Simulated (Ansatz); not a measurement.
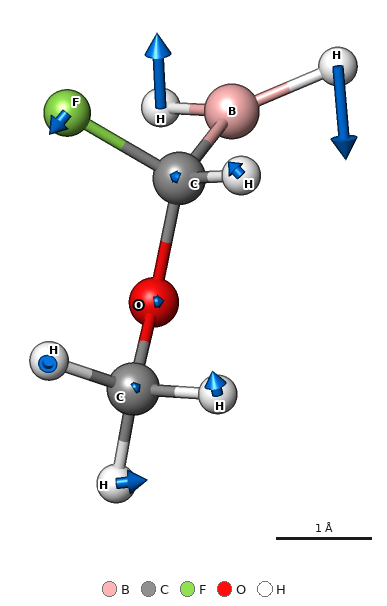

This is a relaxation of C$_{2}$H$_{6}$BFO. The starting structure is drawn; blue arrows show the displacements, magnified 2 times. The two geometries are superimposed by the best rigid fit.

A ball-and-stick model, seen from a free direction.

The start comes from PBE-D4/def2-SVP.

Theory: Ansatz 0.2.0, RKS PBE0-D4/def2-TZVP. Settings: force threshold 0.005 eV/Å; at most 150 steps.

### Atoms of which element are displaced furthest, and by how much?

Hydrogen: up to 0.51 Å, against 0.15 Å for fluorine.

### What did the optimiser do to the structure, and how much energy did it gain?

An H atom moves most after the best rigid fit: 0.51 Å. Largest moves by element: H 0.51 Å, F 0.15 Å, C 0.06 Å, O 0.06 Å, B 0.03 Å. Some distances before and after: C–F 1.416 → 1.394 Å, B–H 1.215 → 1.193 Å, C–H 1.114 → 1.096 Å, C–O 1.425 → 1.416 Å. Bond angles that change, for instance: B–C–F 107.0° → 112.6°, C–B–H 122.1° → 119.0°, C–B–H 116.9° → 119.5°. Groups turn about B–C by about 30°. Over 16 accepted moves (17 points after the start) the energy falls by 0.060 eV. The largest force component goes from 0.51 to 0.002 eV/Å. The line search rejected the trial step at point 16 of the run.
